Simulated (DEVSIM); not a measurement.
System: abrupt Si p-n junction, at 400 K.

```csv
layer (left to right),material,thickness (μm),Nd (cm⁻³),Na (cm⁻³),τn (s),τp (s)
1,Si,3.00,-,6.4e18,4.8e-7,4.8e-7
2,Si,17.0,6.3e16,-,4.8e-7,4.8e-7
```

Left contact: ohmic. Right contact: ohmic. Voltage is applied to the left contact. Recombination: SRH at mid-gap, radiative, Auger. Mobility is μmin + (μ − μmin)/(1 + (N/Nref)^α).

Constants are typed, rounded textbook-type inputs, not results; the design itself was drawn at random and stands for no fabricated device. Values at 300 K; Nc and Nv go as T^1.5, mobilities as T to minus their exponent, the gap by Varshni's rule with the affinity fixed.

| parameter | Si |
|---|---|
| gap (eV) | 1.124 |
| affinity (eV) | 4.05 |
| permittivity | 11.7 |
| Nc (cm⁻³) | 2.86e19 |
| Nv (cm⁻³) | 3.1e19 |
| μn (cm²/Vs) | 1417 |
| μp (cm²/Vs) | 470 |
| μn,min | 52 |
| μp,min | 45 |
| Nref,n | 9.7e16 |
| Nref,p | 2.2e17 |
| αn | 0.68 |
| αp | 0.72 |
| T exponent of μn | 2.3 |
| T exponent of μp | 2.2 |
| B (cm³/s) | 4.7e-15 |
| Cn (cm⁶/s) | 2.8e-31 |
| Cp (cm⁶/s) | 9.9e-32 |
| Varshni α (eV/K) | 0.000473 |
| Varshni β (K) | 636 |

Model (solved in DEVSIM): 1D drift-diffusion, Boltzmann statistics, complete ionisation; no tunnelling, impact ionisation, image-force lowering or self-heating.

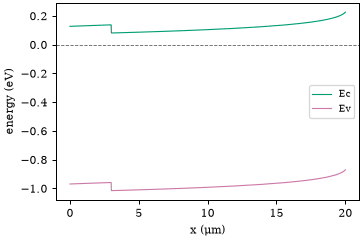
*Band edges at 0.9 V on the left contact*

Energies count from the Fermi level of the right contact; mesh points crowd at the junctions.

```json
[
 {"x (μm)": "0.000", "Ec (eV)": "0.127", "Ev (eV)": "-0.969", "n (cm⁻³)": "5000000", "p (cm⁻³)": "6.4e18", "field (V/cm)": "36"},
 {"x (μm)": "0.03464", "Ec (eV)": "0.127", "Ev (eV)": "-0.969", "n (cm⁻³)": "3.4e15", "p (cm⁻³)": "6.4e18", "field (V/cm)": "36"},
 {"x (μm)": "0.1128", "Ec (eV)": "0.128", "Ev (eV)": "-0.969", "n (cm⁻³)": "1.1e16", "p (cm⁻³)": "6.4e18", "field (V/cm)": "36"},
 {"x (μm)": "0.3075", "Ec (eV)": "0.128", "Ev (eV)": "-0.968", "n (cm⁻³)": "3.0e16", "p (cm⁻³)": "6.4e18", "field (V/cm)": "36"},
 {"x (μm)": "0.9974", "Ec (eV)": "0.131", "Ev (eV)": "-0.966", "n (cm⁻³)": "9.3e16", "p (cm⁻³)": "6.5e18", "field (V/cm)": "35"},
 {"x (μm)": "2.083", "Ec (eV)": "0.134", "Ev (eV)": "-0.962", "n (cm⁻³)": "1.9e17", "p (cm⁻³)": "6.6e18", "field (V/cm)": "34"},
 {"x (μm)": "2.635", "Ec (eV)": "0.136", "Ev (eV)": "-0.960", "n (cm⁻³)": "2.3e17", "p (cm⁻³)": "6.6e18", "field (V/cm)": "34"},
 {"x (μm)": "2.898", "Ec (eV)": "0.137", "Ev (eV)": "-0.959", "n (cm⁻³)": "2.5e17", "p (cm⁻³)": "6.7e18", "field (V/cm)": "33"},
 {"x (μm)": "2.972", "Ec (eV)": "0.137", "Ev (eV)": "-0.959", "n (cm⁻³)": "2.6e17", "p (cm⁻³)": "6.7e18", "field (V/cm)": "33"},
 {"x (μm)": "3.002", "Ec (eV)": "0.095", "Ev (eV)": "-1.002", "n (cm⁻³)": "9.1e17", "p (cm⁻³)": "1.9e18", "field (V/cm)": "-48000"},
 {"x (μm)": "3.040", "Ec (eV)": "0.081", "Ev (eV)": "-1.015", "n (cm⁻³)": "1.3e18", "p (cm⁻³)": "1.3e18", "field (V/cm)": "26"},
 {"x (μm)": "3.184", "Ec (eV)": "0.081", "Ev (eV)": "-1.015", "n (cm⁻³)": "1.3e18", "p (cm⁻³)": "1.3e18", "field (V/cm)": "27"},
 {"x (μm)": "3.465", "Ec (eV)": "0.082", "Ev (eV)": "-1.014", "n (cm⁻³)": "1.3e18", "p (cm⁻³)": "1.3e18", "field (V/cm)": "27"},
 {"x (μm)": "4.174", "Ec (eV)": "0.084", "Ev (eV)": "-1.012", "n (cm⁻³)": "1.3e18", "p (cm⁻³)": "1.2e18", "field (V/cm)": "28"},
 {"x (μm)": "6.877", "Ec (eV)": "0.092", "Ev (eV)": "-1.004", "n (cm⁻³)": "1.0e18", "p (cm⁻³)": "9.8e17", "field (V/cm)": "33"},
 {"x (μm)": "11.84", "Ec (eV)": "0.113", "Ev (eV)": "-0.984", "n (cm⁻³)": "6.9e17", "p (cm⁻³)": "6.2e17", "field (V/cm)": "50"},
 {"x (μm)": "16.68", "Ec (eV)": "0.147", "Ev (eV)": "-0.949", "n (cm⁻³)": "3.4e17", "p (cm⁻³)": "2.8e17", "field (V/cm)": "100"},
 {"x (μm)": "18.60", "Ec (eV)": "0.174", "Ev (eV)": "-0.923", "n (cm⁻³)": "2.0e17", "p (cm⁻³)": "1.3e17", "field (V/cm)": "200"},
 {"x (μm)": "19.59", "Ec (eV)": "0.201", "Ev (eV)": "-0.896", "n (cm⁻³)": "1.1e17", "p (cm⁻³)": "4.9e16", "field (V/cm)": "410"},
 {"x (μm)": "19.85", "Ec (eV)": "0.214", "Ev (eV)": "-0.883", "n (cm⁻³)": "8.4e16", "p (cm⁻³)": "2.1e16", "field (V/cm)": "630"},
 {"x (μm)": "19.95", "Ec (eV)": "0.221", "Ev (eV)": "-0.875", "n (cm⁻³)": "7.0e16", "p (cm⁻³)": "7.6e15", "field (V/cm)": "840"},
 {"x (μm)": "20.00", "Ec (eV)": "0.226", "Ev (eV)": "-0.871", "n (cm⁻³)": "6.3e16", "p (cm⁻³)": "5.1e8", "field (V/cm)": "960"}
]
```
